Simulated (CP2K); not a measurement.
Band structure of AgAu₃ (Pm-3m, 4 atoms in the cell).

```
CELL_PARAMETERS angstrom
      4.12163     0.00000     0.00000
      0.00000     4.12163     0.00000
      0.00000     0.00000     4.12163
ATOMIC_POSITIONS crystal
  Ag 0.50000 0.50000 0.50000
  Au 0.50000 0.00000 0.00000
  Au 0.00000 0.50000 0.00000
  Au 0.00000 0.00000 0.50000
```

Level of theory: LDA (Pade form), GPW, DZVP-MOLOPT-SR-GTH basis, GTH-PADE potentials (GTH_POTENTIALS) run with CP2K 2026.2.

Settings: CUTOFF = 500 Ry; REL_CUTOFF = 40 Ry; SMEAR/METHOD = FERMI_DIRAC; ELECTRONIC_TEMPERATURE = 1160.45 K; KPOINTS/SCHEME = MONKHORST-PACK 6 6 6; GAMMA_CENTERED = T; XC_FUNCTIONAL = PADE; Ag/BASIS_SET = DZVP-MOLOPT-SR-GTH; Ag/POTENTIAL = GTH-PADE-q11; Au/BASIS_SET = DZVP-MOLOPT-SR-GTH; Au/POTENTIAL = GTH-PADE-q11; METHOD = GPW; EPS_DEFAULT = 1e-10; EXTRAPOLATION = USE_GUESS.

The starting cell comes from a database of computed structures (which also holds hypothetical and non-ambient phases and stackings), without a prior relaxation at this level. Spin-orbit coupling is off. Values carry the incompleteness of an atom-centred basis.

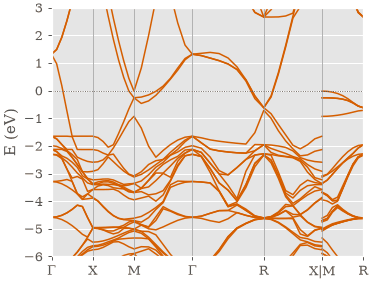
Figure. Bands along the path, energies from the Fermi level.

Levels in eV from the Fermi level, bands 19 to 24:
| point | 19 | 20 | 21 | 22 | 23 | 24 |
|---|---|---|---|---|---|---|
| Γ | -1.65 | -1.65 | -1.65 | 1.32 | 1.32 | 1.32 |
| X | -2.92 | -2.59 | -2.13 | -1.65 | 4.85 | 5.90 |
| M | -3.13 | -3.09 | -0.93 | -0.26 | -0.26 | -0.02 |
| R | -1.96 | -1.96 | -0.71 | -0.62 | -0.62 | -0.62 |

Bands cross the Fermi level along this path, so the cell is metallic at this level.

Higher empty bands are left out: an atom-centred basis made for the valence describes them poorly.
